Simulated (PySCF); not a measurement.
## A study: C4H5N, SMILES `C=CCC#N`

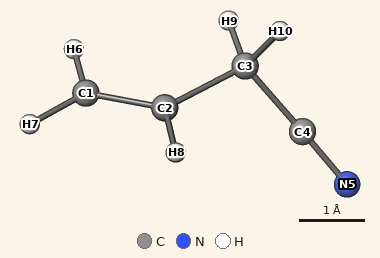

The molecule, with its atoms numbered as below. No frequency check shows the geometry to be a minimum.

Geometry (Å), atoms numbered from 1:

```
C1       2.0915   -0.3350    0.2870
C2       1.0272   -0.0973   -0.4540
C3      -0.1001    0.8039   -0.0317
C4      -1.3267    0.0491    0.0592
N5      -2.2889   -0.5637    0.1255
H6       2.2236    0.1144    1.2580
H7       2.8800   -0.9863   -0.0479
H8       0.9069   -0.5618   -1.4234
H9       0.1071    1.2558    0.9421
H10     -0.2464    1.5996   -0.7701
```

### 1. Bonding charge

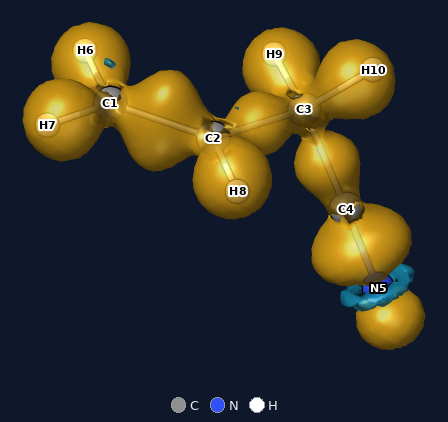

Deformation density (molecule less spherical, spin-averaged free atoms at the same positions), surfaces at ±0.15 e/Å³; yellow: gain, teal: loss.

Method: PBE/def2-SVP; geometry: GFN2-xTB; program: PySCF.

Describe the bonding that the map shows.

Answer. C4–N5: +0.85 e/Å³ at the bond critical point (bond length 1.14 Å, Mayer order 3.1). C2–H8: +0.69 e/Å³ at the bond critical point (bond length 1.08 Å, Mayer order 1.0). C1–C2: +0.69 e/Å³ at the bond critical point (bond length 1.32 Å, Mayer order 2.0). C1–H7: +0.68 e/Å³ at the bond critical point (bond length 1.08 Å, Mayer order 0.9). C1–H6: +0.67 e/Å³ at the bond critical point (bond length 1.08 Å, Mayer order 0.9). C3–H9: +0.65 e/Å³ at the bond critical point (bond length 1.09 Å, Mayer order 0.9). C3–H10: +0.64 e/Å³ at the bond critical point (bond length 1.09 Å, Mayer order 0.9). C3–C4: +0.44 e/Å³ at the bond critical point (bond length 1.44 Å, Mayer order 1.1). C2–C3: +0.44 e/Å³ at the bond critical point (bond length 1.50 Å, Mayer order 1.1). In all, 2.2 electrons gather in the regions of gain relative to the promolecule.

Where do the Hirshfeld charges lie?

Answer. The highest Hirshfeld charge is on C4 (+0.07 e), the lowest on N5 (−0.22 e).

| atom | charge (e) |
| --- | --- |
| C1 | −0.08 |
| C2 | −0.02 |
| C3 | −0.03 |
| C4 | +0.07 |
| N5 | −0.22 |
| H6 | +0.04 |
| H7 | +0.05 |
| H8 | +0.05 |
| H9 | +0.07 |
| H10 | +0.07 |

### 2. Bond critical points

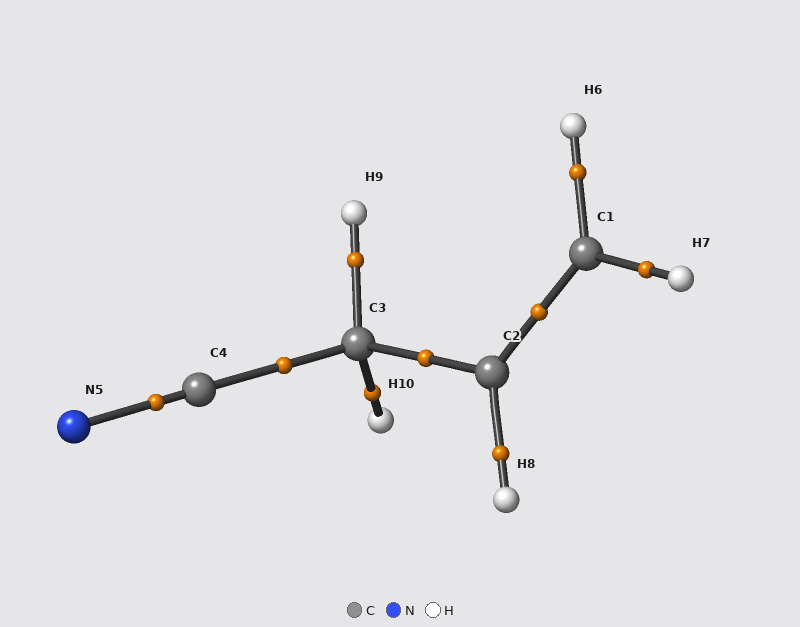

Molecular graph of the electron density (QTAIM): bond paths, bond critical points (orange), ring points (yellow, if any); weak paths are dashed.

How many critical points of each kind are there, and does the count close?

Answer. 10 nuclei, 9 bond, 0 ring and 0 cage critical points: 10 − 9 + 0 − 0 = 1, as the Poincaré–Hopf relation requires.

Give the properties at the bond critical points.

Answer.
```tsv
bond	length (Å)	ρ (a.u.)	∇²ρ (a.u.)	ε	H (a.u.)
C4–N5	1.143	0.476	+0.47	0.00	−0.885
C1–C2	1.318	0.345	−0.91	0.39	−0.372
C1–H7	1.076	0.282	−1.07	0.01	−0.309
C2–H8	1.082	0.281	−1.06	0.02	−0.305
C1–H6	1.078	0.280	−1.06	0.01	−0.305
C3–H9	1.093	0.273	−1.00	0.01	−0.291
C3–H10	1.095	0.271	−0.99	0.00	−0.288
C3–C4	1.443	0.268	−0.64	0.01	−0.240
C2–C3	1.504	0.249	−0.56	0.03	−0.200
```

What kind of interaction is C3–H9?

Answer. Shared-shell (covalent): ρ = 0.273, ∇²ρ = −1.00, H = −0.291 a.u.

### 3. Local ionisation energy

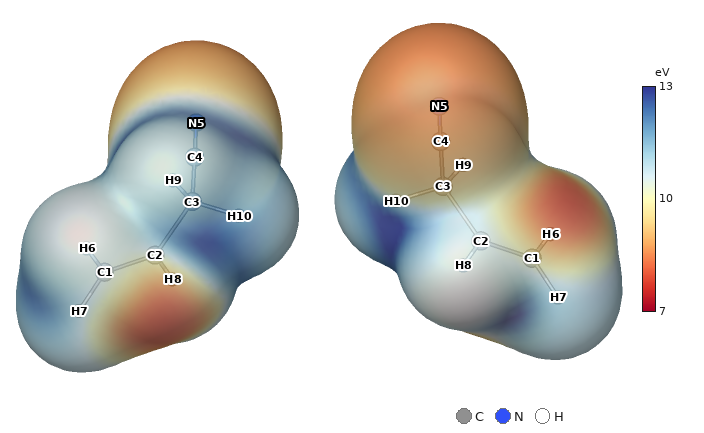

Average local ionisation energy on the surface of electron density 0.001 a.u. (back view left, front view right).

Where are the most loosely bound electrons on this surface?

Answer. The lowest value is 7.9 eV, over C1, off the plane of its three bonds (2.1 Å). Further minima include 7.9 eV, over C1, off the plane of its three bonds (2.0 Å); 8.5 eV, 1.8 Å from N5; 10.6 eV, 1.4 Å from H8. For comparison, the highest occupied orbital lies at −7.0 eV.

What volume does the surface enclose, and what is the dipole moment?

Answer. About 103 Å³; the dipole moment is 3.6 D.

### 4. Excited states

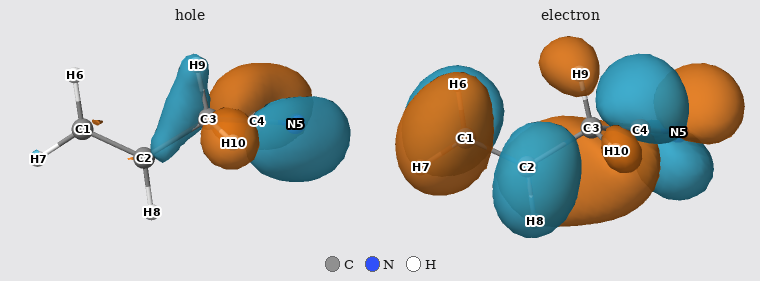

Leading natural transition orbital pair of S₃ (TDA singlet states); the surfaces enclose about 78 % of each orbital's density.

Computed with PySCF, PBE0/aug-cc-pVDZ, geometry: GFN2-xTB.

Where does the state lie, and where do hole and electron sit?

Answer. 7.51 eV (165 nm), f = 0.004, partly diffuse acceptor orbital; the leading pair carries 92 %; hole on N5 (47 %), C4 (31 %) and C3 (8 %), electron on N5 (20 %), C1 (19 %) and C2 (18 %) (atom shares of so diffuse an orbital are rough); their centroids lie 1.6 Å apart; S₂ and S₄ lie within 0.1 eV of it. In canonical orbitals it is mainly HOMO−1 → LUMO (64 %). The HOMO–LUMO gap is 7.77 eV.

### 5. Localised orbitals

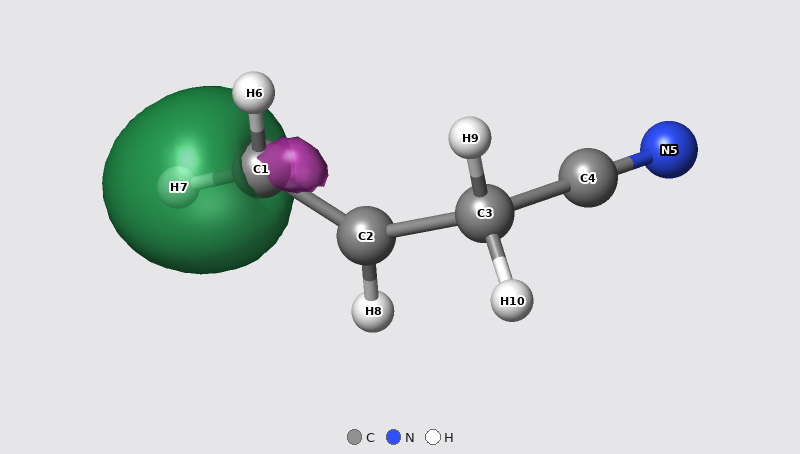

Intrinsic bond orbitals (IBO), occupied; each surface holds about 80 % of the orbital's density. Energies are diagonal elements of the Fock matrix.

Method: PBE0/6-31G*; geometry: GFN2-xTB; program: PySCF.

What does this orbital represent?

Answer. σ bond C1–H7 (C1 58 %, H7 41 %; −14.2 eV).

The PySCF runs shown took 11 s, 6.4 min and 7.6 s on 1 thread of Arm Neoverse V2 (shared host).
